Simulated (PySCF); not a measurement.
```xyz
20
charge 0, multiplicity 1
C     2.8449    0.3360   -0.7730
N     1.6589   -0.4918   -0.7819
Si    0.4472   -0.3758    0.4321
C    -0.3922    1.3306    0.2951
C    -1.7954    1.1163   -0.2703
O    -2.5598    0.2051    0.4987
C    -2.1800   -1.0802    0.6305
O    -2.8137   -1.7951    1.3615
C    -0.9652   -1.5225   -0.1176
H     2.5827    1.3194   -0.3927
H     3.2321    0.4420   -1.7873
H     3.6346   -0.0754   -0.1381
H     1.8620   -1.4079   -1.1555
H     0.8286   -0.6518    1.8266
H    -0.4801    1.8128    1.2673
H     0.1392    2.0170   -0.3613
H    -1.7356    0.7746   -1.3104
H    -2.3778    2.0417   -0.2448
H    -0.8023   -2.5745    0.0977
H    -1.1333   -1.4099   -1.1882
```

Work out the structure from the coordinates.

The molecule is C5H11NO2Si. SMILES: `CN[Si@H]1CCOC(=O)C1`. Independent rings (smallest set): 1 of 6 members. Among its groups: ester, Si–H bond, Si–N bond. The point group is C1. Coordination, clear cases only: 4 C tetrahedral; 1 Si tetrahedral; 1 O bent; 1 C trigonal planar.

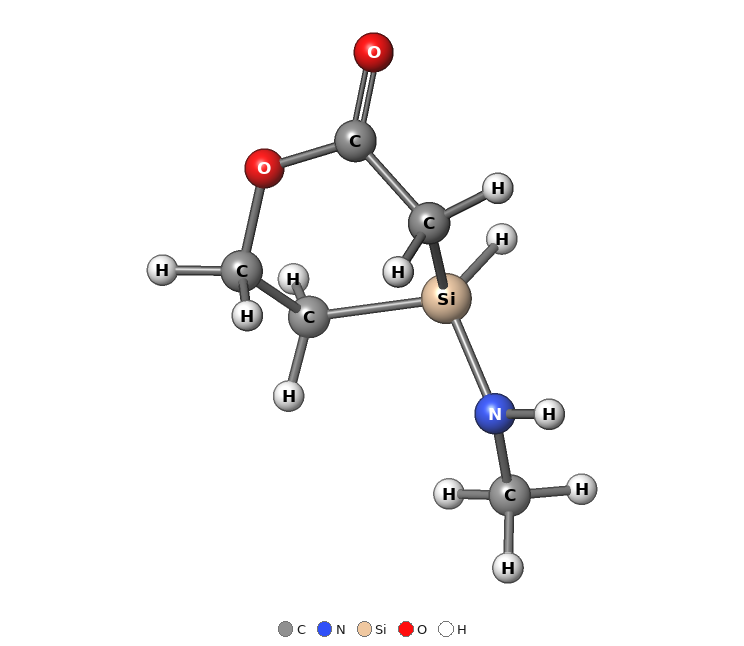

Simulated data, not a measurement (program: PySCF).
